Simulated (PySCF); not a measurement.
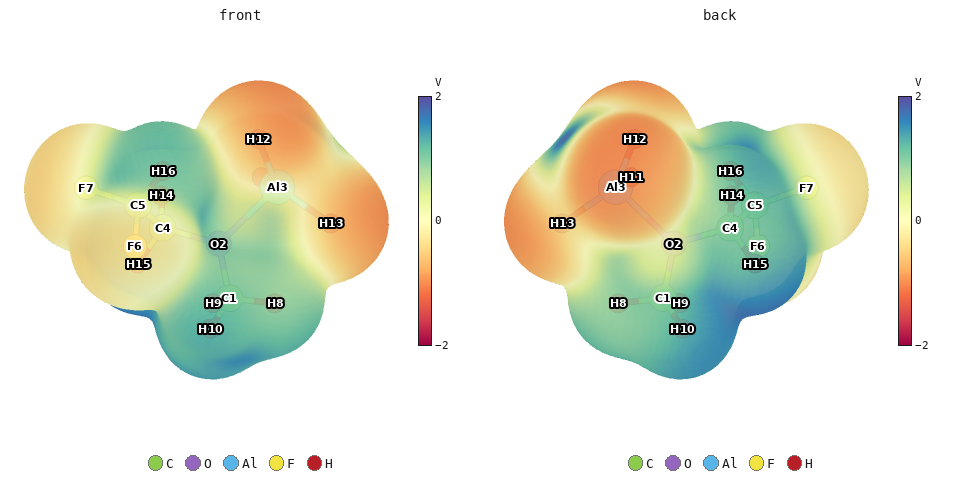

Figure. C3H9AlF2O (SMILES C[O+]([AlH3-])CC(F)F). The electrostatic potential painted on the density surface at 0.002 e/bohr³, seen from the front and from behind; red is negative and blue positive.

Geometry: PBE0-D3(BJ)/def2-SVP.

All numbers below come from PBE0/pcSseg-1, SCF density, gas phase, non-relativistic (PySCF 2.14.0).

| atom | x (Å) | y (Å) | z (Å) |
| --- | --- | --- | --- |
| C | -0.5578 | 1.5883 | -0.4477 |
| O | -0.4718 | 0.1868 | -0.1900 |
| Al | -1.8191 | -0.8792 | 0.8502 |
| C | 0.6611 | -0.4956 | -0.6973 |
| C | 1.8365 | -0.4234 | 0.2543 |
| F | 2.2765 | 0.8545 | 0.3467 |
| F | 2.8318 | -1.1736 | -0.2553 |
| H | -1.5165 | 1.9203 | -0.0335 |
| H | 0.2718 | 2.1180 | 0.0380 |
| H | -0.5386 | 1.7619 | -1.5345 |
| H | -2.2218 | -1.9379 | -0.2857 |
| H | -0.8464 | -1.4343 | 2.0028 |
| H | -2.8297 | 0.3101 | 1.2072 |
| H | 0.3704 | -1.5467 | -0.8388 |
| H | 0.9539 | -0.0731 | -1.6720 |
| H | 1.5812 | -0.7802 | 1.2662 |

### Describe the electrostatic potential map.

The most negative region (about −1.0 V, or −23 kcal/mol for a unit charge) lies over H11, the most positive (about +1.7 V, or +39 kcal/mol for a unit charge) over Al3, H10 and H15.
